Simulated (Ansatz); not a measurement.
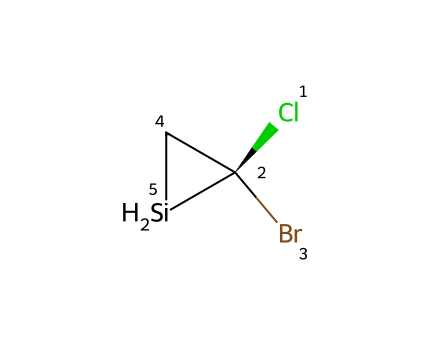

A structural formula, with wedges where it has stereocentres; small numbers name the atoms. The configuration is that of a computed structure (PBE-D4/def2-SVP).

### Give the R/S and E/Z labels.

C2: S.
